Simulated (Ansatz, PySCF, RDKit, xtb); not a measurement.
# Which structure has the formula CH5AlO+?

Task: start from the formula CH5AlO+ (charge +1, odd number of electrons), draw up candidate structures, narrow them down in stages, and characterise the one that lies lowest at 200 K.

Plan: many cheap relaxations first (GFN2-xTB), then density-functional screening, relaxation at B3LYP-D3(BJ)/6-311G**, vibrations and a final energy. The numbers are computed, not measured.

6 further runs of the same task are left out: 6 set aside as unsound or not needed.

### Step 1. Candidates

All bonding patterns within simple valence rules are listed by program: one Lewis structure each, at most two rings and one unusual centre or charged pair. O–O, O–halogen and N–halogen bonds and N–N–N chains are not drawn. That gives 6 candidates.

```csv
label,SMILES,spin
c178,C[OH+][AlH],doublet
c256,[CH3][Al][OH2+],doublet
c329,[CH2][AlH][OH2+],doublet
c478,[CH2][OH+][AlH2],doublet
c584,[OH2+][CH2][AlH],doublet
c978,[OH2+][CH][AlH2],doublet
```

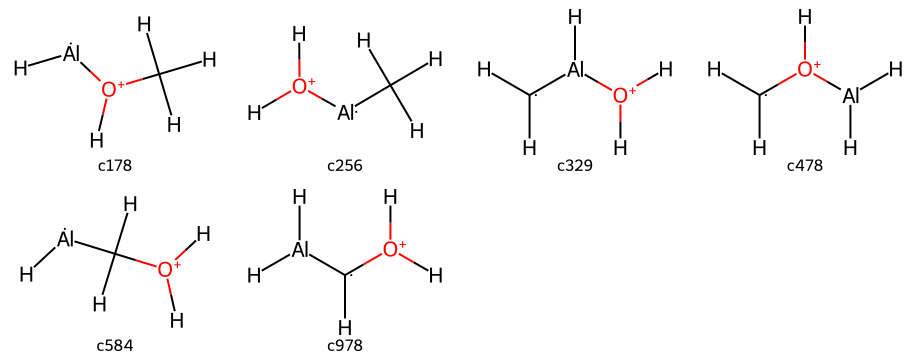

Structural formulas of the candidates.

Candidates are built by distance geometry, with a force field where one applies, in up to four conformers (letters a to d). 14 starts with atoms placed at random are added, to find patterns that the rules miss.

### Step 2. Cheap relaxation of all starts

All 26 starts are relaxed the same way. One of them, c394 (atoms placed at random), in full:

start.xyz

```xyz
8
c394
C      0.735960     2.260620    -0.418160
Al    -0.293030    -0.261210    -0.052260
O      0.659050     1.097460     1.548510
H     -0.850180    -0.404390     1.917650
H     -0.620040     0.298290    -1.545030
H      0.989140     0.798630     0.810530
H     -1.189470     0.806560     0.380400
H      1.056500    -0.475370     1.374910
```

Run with:

```bash
xtb start.xyz --gfn 2 --opt --chrg 1 --uhf 1
```

Output, shortened:

```text
* xtb version 6.7.1
[...]
          :  # basis functions                  23          :
[...]
          :  # electrons                        17          :
[...]
          :  Hamiltonian                  GFN2-xTB          :
[...]
          :  net charge                          1          :
          :  unpaired electrons                  1          :
[...]
   *** convergence criteria satisfied after 29 iterations ***
[...]
   *** GEOMETRY OPTIMIZATION CONVERGED AFTER 42 ITERATIONS ***
[...]
   *** convergence criteria satisfied after 3 iterations ***
[...]
         ::                     SUMMARY                     ::
         :::::::::::::::::::::::::::::::::::::::::::::::::::::
         :: total energy              -9.313487130008 Eh    ::
         :: gradient norm              0.000770908934 Eh/a0 ::
         :: HOMO-LUMO gap              4.456096678832 eV    ::
         ::.................................................::
         :: SCC energy                -9.391340369142 Eh    ::
         :: -> isotropic ES            0.134165875715 Eh    ::
         :: -> anisotropic ES         -0.004169533287 Eh    ::
         :: -> anisotropic XC         -0.003802945753 Eh    ::
         :: -> dispersion             -0.002153771468 Eh    ::
         :: repulsion energy           0.077853239134 Eh    ::
         :: add. restraining           0.000000000000 Eh    ::
         :: total charge               1.000000000000 e     ::
         :::::::::::::::::::::::::::::::::::::::::::::::::::::
[...]
         9        1.0001           -0.5978135             -16.2673 (HOMO)
        10                         -0.4340550             -11.8112 (LUMO)
[...]
          | TOTAL ENERGY               -9.313487130008 Eh   |
          | GRADIENT NORM               0.000770908934 Eh/α |
          | HOMO-LUMO GAP               4.456096678832 eV   |
           -------------------------------------------------
[...]
```

Wall time 0.1 s (2 threads of Arm Neoverse V2, shared host).

### Step 3. Distinct minima at GFN2-xTB

26 of the 26 relaxations converged; 10 ended on a minimum already found. 16 distinct structures remain:

```csv
label,start,SMILES after,spin,energy (kcal/mol),note
c958,random,[CH3][AlH][OH] ‡,doublet,0.0,
c516,random,[CH3][AlH][OH] ‡,doublet,0.2,
c256a,drawn,[CH3][Al][OH2+],doublet,20.8,
c178b,drawn,C[OH+][AlH],doublet,24.1,
c178a,drawn and random,C[OH+][AlH],doublet,24.4,
c329a,drawn and random,[CH2][AlH][OH2+],doublet,37.2,
c190,random,[H][H][Al]([CH2])[OH] ‡,doublet,38.4,
c914,random and drawn,[CH2]1[OH][AlH2]1 ‡,doublet,46.2,
c478a,drawn and random,[CH2]1[OH][AlH2]1 ‡,doublet,46.6,bonds changed
c815,random,[O][AlH]1[H][CH3]1 ‡,doublet,54.6,
c970,random,[H][H][Al]([CH3])[O] ‡,doublet,69.0,
c171,random,[H][H][AlH]1[CH][OH]1 ‡,doublet,79.0,
c584b,drawn,[CH2][AlH].[OH2] ‡,doublet,81.9,fell apart
c584a,drawn,[OH2+][CH2][AlH],doublet,86.3,
c410,random,[H][H][AlH][CH][OH] ‡,doublet,87.1,
c978a,drawn,[OH2+][CH][AlH2],doublet,90.3,
```

‡ marks the bonded skeleton alone, with all bonds drawn single: no Lewis structure was assigned that passes a check against the bond lengths.

GFN2-xTB has no spin polarisation, so it can't rank spin states and is rough for open shells.

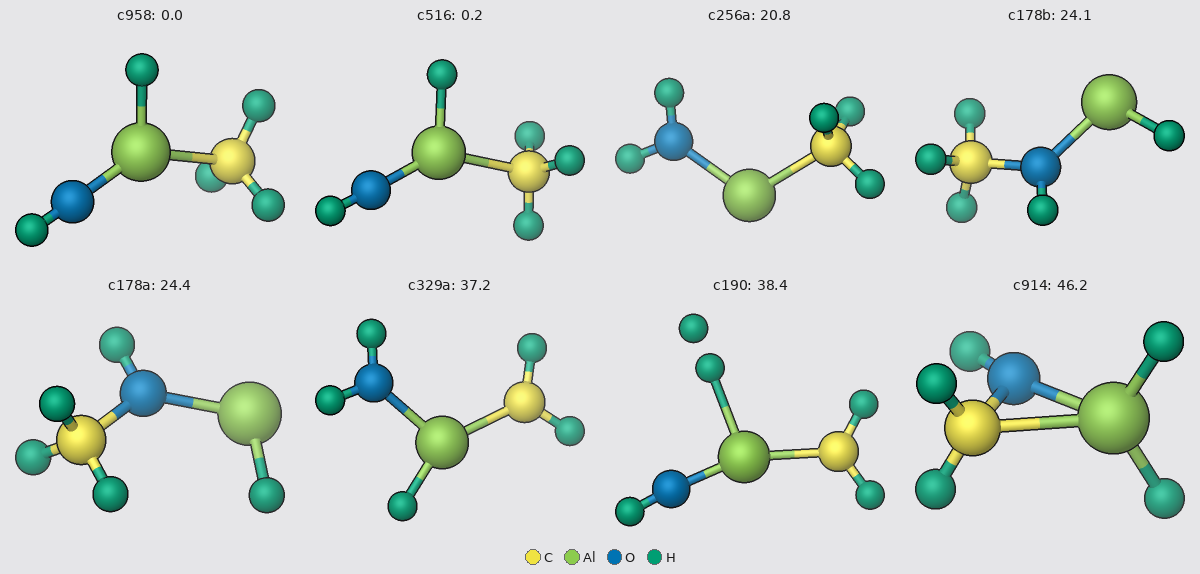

The 8 lowest minima that did not fall apart, with their GFN2-xTB energies in kcal/mol.

### Step 4. Single points on the low minima

A choice of the minima (the low ones first, few conformers of a pattern, up to a cap) and the lowest that fell apart get a single point at r2SCAN-D4/def2-SVP on the tight-binding geometry, and one at HF/STO-3G for comparison. The first, c958:

input.yaml

```yaml
crystal:
  periodic: [false, false, false]
  atoms:
    - {symbol: C, position_ang: [1.114153, 0.965614, -0.691748]}
    - {symbol: Al, position_ang: [-0.372428, -0.189372, 0.104944]}
    - {symbol: O, position_ang: [-0.682217, -1.085395, 1.409129]}
    - {symbol: H, position_ang: [-0.894990, -1.613321, 2.175183]}
    - {symbol: H, position_ang: [1.316008, 1.770251, 0.023792]}
    - {symbol: H, position_ang: [1.985500, 0.317193, -0.833469]}
    - {symbol: H, position_ang: [0.705616, 1.337173, -1.640744]}
    - {symbol: H, position_ang: [-1.518052, -0.136324, -0.930827]}
basis:
  gaussian:
    orbitals: def2-SVP
total_charge: 1
magnetization:
  spin_polarized: true
  initial_magnetization: 1
hamiltonian:
  xc: {name: r2SCAN}
  dispersion: d4
scf:
  lower_state_search: "off"
output: {orbitals: {seedname: orbitals}}
```

Run with:

```bash
ansatz run input.yaml --threads 2 --pin off --max-ram 4350MiB --events-out events.jsonl --progress --plain --runs-dir runs
```

Output, shortened:

```text
Warning: RAYON_NUM_THREADS=2 ignored (pool sized by the plan → 2); use --threads N
Functional definition: r2SCAN
  name "r2SCAN"
[...]
784 factors; their error is unknown
[...]
mean field -9747.32416427 eV, -358.2075560634 hartree, gradient 5.6e-6 eV, S^2 0.762929; 0 other end points of the search recorded, 0 dependent functions left out
reference -9747.32417732 eV, -358.2075565429 hartree; 16, 15 occupied and 55, 56 virtual orbitals, 784 factors
Total energy: -9747.34307538 eV, -358.2082510337 hartree
Checks for a lower state left out: stability, starts, cluster_reference, orbital_swaps, neighbouring_geometries, increment
```

It took 1.9 s on 2 threads of Arm Neoverse V2, shared host.

Relative energies in kcal/mol, each column from its lowest structure that stays in one piece:

```csv
label,SMILES,spin,GFN2-xTB,HF/STO-3G,r2SCAN-D4/def2-SVP
c256a,[CH3][Al][OH2+],doublet,20.8,0.0,0.0
c329a,[CH2][AlH][OH2+],doublet,37.2,9.8,18.8
c178a,C[OH+][AlH],doublet,24.4,9.9,21.2
c178b,C[OH+][AlH],doublet,24.1,10.3,22.2
c516,[CH3][AlH][OH] ‡,doublet,0.2,55.5,25.7
c958,[CH3][AlH][OH] ‡,doublet,0.0,53.6,25.9
c190,[H][H][Al]([CH2])[OH] ‡,doublet,38.4,82.8,42.7
c584b,[CH2][AlH].[OH2] ‡,doublet,81.9,96.5,72.8
```

‡ marks the bonded skeleton alone, with all bonds drawn single: no Lewis structure was assigned that passes a check against the bond lengths.

### Step 5. Patterns that tight binding lost

Some ordinary bonding patterns rearranged or fell apart under GFN2-xTB. Their starts are relaxed at r2SCAN-D4/def2-SVP instead (label ending in r). The first, c478ar:

input.yaml

```yaml
crystal:
  periodic: [false, false, false]
  atoms:
    - symbol: C
      position_ang: [-1.709748, -1.038932, -0.907365]
    - symbol: Al
      position_ang: [0.106489, 0.359536, 0.285003]
    - symbol: O
      position_ang: [-0.916238, 0.157692, -1.119519]
    - symbol: H
      position_ang: [-2.640975, -0.799209, -0.375678]
    - symbol: H
      position_ang: [-1.880584, -1.535439, -1.868226]
    - symbol: H
      position_ang: [-1.576696, 0.890000, -1.142826]
    - symbol: H
      position_ang: [1.707190, 0.498577, 0.128590]
    - symbol: H
      position_ang: [-0.487634, 0.477696, 1.764104]
basis:
  gaussian: {orbitals: def2-SVP}
total_charge: 1
magnetization: {spin_polarized: true, initial_magnetization: 1}
hamiltonian: {xc: {name: r2SCAN}, dispersion: d4}
relax: {f_tol: 0.01}
output: {orbitals: {seedname: orbitals}}
```

Run with:

```bash
ansatz run input.yaml --threads 2 --pin off --max-ram 4350MiB --events-out events.jsonl --progress --plain --runs-dir runs
```

Output, shortened:

```text
Warning: RAYON_NUM_THREADS=2 ignored (pool sized by the plan → 2); use --threads N
[...]
[... 2 set-up lines as earlier in the session ...]
[...]
784 factors; their error is unknown
[...]
mean field -9745.26991078 eV, -358.1320636398 hartree, gradient 5.1e-5 eV, S^2 0.754127; 0 other end points of the search recorded, 0 dependent functions left out
[...]
reference -9745.26992374 eV, -358.1320641162 hartree; 16, 15 occupied and 55, 56 virtual orbitals, 784 factors
[...]
Atom 3 at    -2.720542    -0.791858    -1.743503 Å, force     0.002894     0.001021     0.002629 eV/Å
Atom 4 at    -0.924132    -1.524221    -1.575412 Å, force    -0.001591     0.000879     0.002778 eV/Å
Atom 5 at    -2.181762     0.644719    -0.074317 Å, force    -0.000840    -0.000726     0.001192 eV/Å
Atom 6 at     1.269446    -0.594458    -0.151613 Å, force     0.000946     0.002711    -0.002652 eV/Å
Atom 7 at     0.052576     1.653488     1.415198 Å, force    -0.001148     0.001816    -0.003396 eV/Å
Dipole moment:    -0.194743     0.172544     0.017707 e Å
```

Wall time 70 s (2 threads of Arm Neoverse V2, shared host).

Energies at r2SCAN-D4/def2-SVP after that relaxation, from the lowest structure of the screen (which was not relaxed at this level):

```csv
label,SMILES,spin,energy (kcal/mol)
c478ar,[CH2][OH+][AlH2],doublet,44.1
```

### Step 6. Relaxing the best candidates

3 candidates are relaxed at B3LYP-D3(BJ)/6-311G** (chosen among the lowest in one piece). The first, c256a:

input.yaml

```yaml
crystal:
  periodic: [false, false, false]
  atoms:
    - {symbol: C, position_ang: [-2.035063, -0.712373, -1.070758]}
    - {symbol: Al, position_ang: [-0.780509, 0.813269, -0.900045]}
    - {symbol: O, position_ang: [0.469125, 0.635701, 0.471112]}
    - {symbol: H, position_ang: [-2.602972, -0.917146, -0.158499]}
    - {symbol: H, position_ang: [-1.543660, -1.640298, -1.378566]}
    - {symbol: H, position_ang: [-2.751390, -0.442066, -1.854123]}
    - {symbol: H, position_ang: [0.575890, -0.097655, 1.111530]}
    - {symbol: H, position_ang: [1.157456, 1.302454, 0.666440]}
basis:
  gaussian: {orbitals: 6-311G_st__st_-spherical.json}
total_charge: 1
magnetization: {spin_polarized: true, initial_magnetization: 1}
hamiltonian: {xc: {name: B3LYP}, dispersion: d3bj}
relax: {f_tol: 0.003}
```

The basis set 6-311G** is read from a file made from the Basis Set Exchange's data (not shown).

Run with:

```bash
ansatz run input.yaml --threads 2 --pin off --max-ram 4350MiB --events-out events.jsonl --progress --plain --runs-dir runs
```

Output, shortened:

```text
Warning: RAYON_NUM_THREADS=2 ignored (pool sized by the plan → 2); use --threads N
[...]
Functional definition: B3LYP
  name "B3LYP"
[...]
786 factors; their error is unknown
[...]
mean field -9757.27007362 eV, -358.5730614902 hartree, gradient 2.2e-5 eV, S^2 0.753061; 0 other end points of the search recorded, 0 dependent functions left out
[...]
reference -9757.27031232 eV, -358.5730702623 hartree; 16, 15 occupied and 76, 77 virtual orbitals, 786 factors
[...]
Atom 3 at    -2.492745    -0.782172    -0.085953 Å, force     0.000109     0.000103    -0.000067 eV/Å
Atom 4 at    -1.375877    -1.539780    -1.260137 Å, force    -0.000218     0.000126    -0.000035 eV/Å
Atom 5 at    -2.757693    -0.576726    -1.833196 Å, force     0.000162    -0.000159     0.000113 eV/Å
Atom 6 at     0.443190    -0.214833     0.979924 Å, force    -0.000133     0.000512    -0.000340 eV/Å
Atom 7 at     1.122378     1.188350     0.721623 Å, force     0.000468     0.000368    -0.000070 eV/Å
Dipole moment:     0.555661     0.197126     0.401909 e Å
```

Wall time 31 s (2 threads of Arm Neoverse V2, shared host).

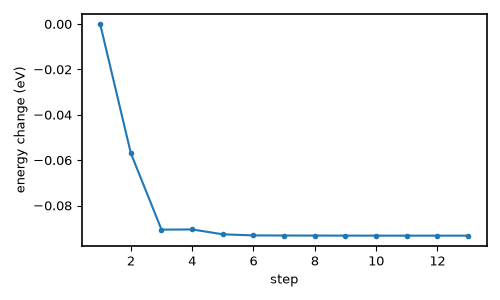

Energy along the run, all evaluated steps.

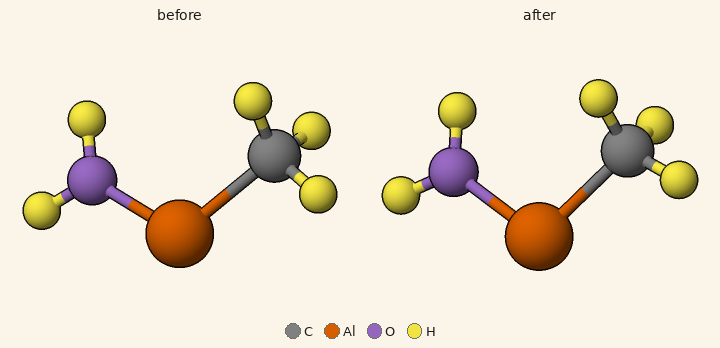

Before and after, at one scale.

After the run. Bond lengths: C1–Al2 1.961 Å, Al2–O3 1.968 Å, C1–H4 1.095 Å, C1–H5 1.095 Å, C1–H6 1.091 Å, O3–H7 0.972 Å, O3–H8 0.970 Å. Angles: C1–Al2–O3 104.2°, Al2–C1–H4 109.4°, Al2–C1–H5 109.4°, Al2–C1–H6 110.6°, Al2–O3–H7 125.4°, Al2–O3–H8 125.6°, H4–C1–H5 109.6°, H4–C1–H6 109.0°, H5–C1–H6 109.0°, H7–O3–H8 108.9°.

### Step 7. After refinement

```csv
label,spin,r2SCAN-D4/def2-SVP (kcal/mol),"B3LYP-D3(BJ)/6-311G**, relaxed (kcal/mol)",time
c256a,doublet,0.0,0.0,31 s
c329a,doublet,18.8,20.6,18 s
c178a,doublet,21.2,21.1,18 s
```

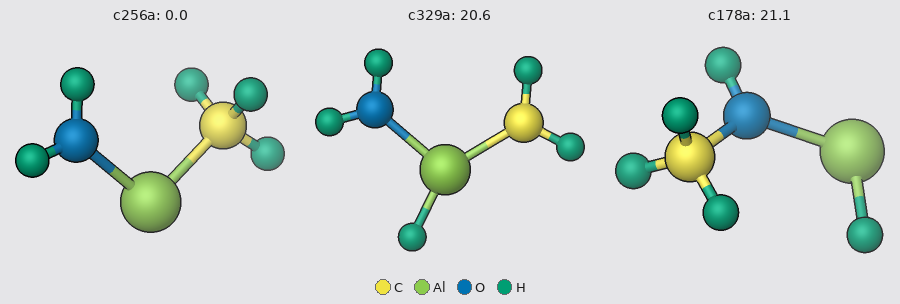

The relaxed structures, with energies at B3LYP-D3(BJ)/6-311G** in kcal/mol.

### Step 8. Vibrations and thermal terms

The lowest few in one piece go on as finalists. Harmonic vibrations at B3LYP-D3(BJ)/6-311G** test each finalist and give the zero-point energy and the thermal terms. The first, c256a:

input.yaml

```yaml
crystal:
  periodic: [false, false, false]
  atoms:
    - {symbol: C, position_ang: [-1.997684, -0.662264, -1.055099]}
    - {symbol: Al, position_ang: [-0.868137, 0.940320, -1.014802]}
    - {symbol: O, position_ang: [0.415446, 0.588992, 0.434731]}
    - {symbol: H, position_ang: [-2.492745, -0.782172, -0.085953]}
    - {symbol: H, position_ang: [-1.375877, -1.539780, -1.260137]}
    - {symbol: H, position_ang: [-2.757693, -0.576726, -1.833196]}
    - {symbol: H, position_ang: [0.443190, -0.214833, 0.979924]}
    - {symbol: H, position_ang: [1.122378, 1.188350, 0.721623]}
basis:
  gaussian:
    orbitals: 6-311G_st__st_-spherical.json
total_charge: 1
magnetization:
  spin_polarized: true
  initial_magnetization: 1
hamiltonian:
  xc: {name: B3LYP}
  dispersion: d3bj
scf:
  lower_state_search: "off"
phonons: {}
```

The basis set 6-311G** is read from a file made from the Basis Set Exchange's data (not shown).

Run with:

```bash
ansatz run input.yaml --threads 2 --pin off --max-ram 4350MiB --events-out events.jsonl --progress --plain --runs-dir runs
```

Output, shortened:

```text
Warning: RAYON_NUM_THREADS=2 ignored (pool sized by the plan → 2); use --threads N
[... 2 set-up lines as earlier in the session ...]
[...]
786 factors; their error is unknown
[...]
mean field -9757.35799873 eV, -358.5762926786 hartree, gradient 3.7e-6 eV, S^2 0.753371; 0 other end points of the search recorded, 0 dependent functions left out
[...]
reference -9757.35823401 eV, -358.5763013250 hartree; 16, 15 occupied and 76, 77 virtual orbitals, 786 factors
[...]
Atom 6 at     0.443190    -0.214833     0.979924 Å, force    -0.000138     0.000529    -0.000363 eV/Å
Atom 7 at     1.122378     1.188350     0.721623 Å, force     0.000455     0.000358    -0.000080 eV/Å
Dipole moment:     0.555663     0.197128     0.401909 e Å
Vibrations: 65.05 153.61 257.43 411.85 421.04 564.22 621.43 628.42 727.10 1203.19 1420.15 1439.60 1652.93 3018.55 3100.42 3130.43 3707.89 3796.43 cm⁻¹, zero-point energy 1.631617 eV
Checks for a lower state left out: stability, starts, cluster_reference, orbital_swaps, neighbouring_geometries, increment
```

Wall time 57 s (2 threads of Arm Neoverse V2, shared host).

### Step 9. Zero-point energy and free-energy terms

At 200 K and 1 atm, ideal gas, rigid rotor and harmonic oscillator:

```csv
label,SMILES,spin,point group,lowest mode (cm⁻¹),zero-point (kcal/mol),G − E (kcal/mol)
c256a,[CH3][Al][OH2+],doublet,Cs,65,37.6,26.5
c329a,[CH2][AlH][OH2+],doublet,Cs,160,34.8,23.9
c178a,C[OH+][AlH],doublet,Cs,117,37.4,26.6
```

### Step 10. The final energy

Single points at CCSD(T)/def2-SVP + MP2/def2-TZVPP - MP2/def2-SVP on the refined geometries decide the order.

c256a, CCSD(T)/def2-SVP:

input.yaml, as its differences from that of step 8:

```diff
@@ -12,13 +12,6 @@
 basis:
-  gaussian:
-    orbitals: 6-311G_st__st_-spherical.json
+  gaussian: {orbitals: def2-SVP}
 total_charge: 1
-magnetization:
-  spin_polarized: true
-  initial_magnetization: 1
-hamiltonian:
-  xc: {name: B3LYP}
-  dispersion: d3bj
-scf:
-  lower_state_search: "off"
-phonons: {}
+magnetization: {spin_polarized: true, initial_magnetization: 1}
+correlation: {method: ccsd_t, frozen_orbitals: {Al: 5, C: 1, H: 0, O: 1}}
+scf: {omitted_lower_state_checks: [cluster_reference]}
```

Run with:

```bash
ansatz run input.yaml --threads 2 --pin off --max-ram 4350MiB --events-out events.jsonl --progress --plain --runs-dir runs
```

Output, shortened:

```text
Warning: RAYON_NUM_THREADS=2 ignored (pool sized by the plan → 2); use --threads N
Functional definition: HF
  name "HF"
[...]
694 factors; integrals over basis functions are off by at most 1.2e-3 eV
[...]
mean field -9719.14964521 eV, -357.1721615854 hartree, gradient 4.8e-6 eV, S^2 0.758620; 0 other end points of the search recorded, 0 dependent functions left out
7 core orbitals not correlated: weight in the atoms' cores, before any rotation towards them, 1.000 or more for the frozen orbitals, at most 0.000 for the correlated occupied ones
reference -9719.14964521 eV, -357.1721615854 hartree; 9, 8 occupied and 55, 56 virtual orbitals, 694 factors
second order -10.30483864 eV of doubles, -0.00000000 eV of singles
cycle   1  -10.81862826 eV  change   -5.1e-1 eV  update   6.5e-2
[...]
cycle  10  -11.13825592 eV  change    6.7e-6 eV  update   1.3e-5
perturbative correction -0.24910348 eV, -0.0091543841 hartree
Total energy: -9730.53700462 eV, -357.5906393249 hartree
Checks for a lower state left out: cluster_reference
```

It took 3.6 s on 2 threads of Arm Neoverse V2, shared host.

### Step 11. c256a at MP2/def2-TZVPP

input.yaml, as its differences from that of step 10:

```diff
@@ -12,6 +12,5 @@
 basis:
-  gaussian: {orbitals: def2-SVP}
+  gaussian: {orbitals: def2-TZVPP}
 total_charge: 1
 magnetization: {spin_polarized: true, initial_magnetization: 1}
-correlation: {method: ccsd_t, frozen_orbitals: {Al: 5, C: 1, H: 0, O: 1}}
-scf: {omitted_lower_state_checks: [cluster_reference]}
+correlation: {method: mp2, frozen_orbitals: {Al: 5, C: 1, H: 0, O: 1}}
```

Run with:

```bash
ansatz run input.yaml --threads 2 --pin off --max-ram 4350MiB --events-out events.jsonl --progress --plain --runs-dir runs
```

Output, shortened:

```text
Warning: RAYON_NUM_THREADS=2 ignored (pool sized by the plan → 2); use --threads N
[... 2 set-up lines as earlier in the session ...]
[...]
1026 factors; integrals over basis functions are off by at most 9.4e-4 eV
[...]
mean field -9725.23247602 eV, -357.3957014945 hartree, gradient 4.7e-6 eV, S^2 0.760264; 0 other end points of the search recorded, 0 dependent functions left out
7 core orbitals not correlated: weight in the atoms' cores, before any rotation towards them, 1.000 or more for the frozen orbitals, at most 0.000 for the correlated occupied ones
reference -9725.23247602 eV, -357.3957014945 hartree; 9, 8 occupied and 158, 159 virtual orbitals, 1026 factors
second order -12.89019041 eV of doubles, -0.00000000 eV of singles
Total energy: -9738.12266643 eV, -357.8694072548 hartree
```

It took 2.3 s on 2 threads of Arm Neoverse V2, shared host.

[end of part 1 of 2]
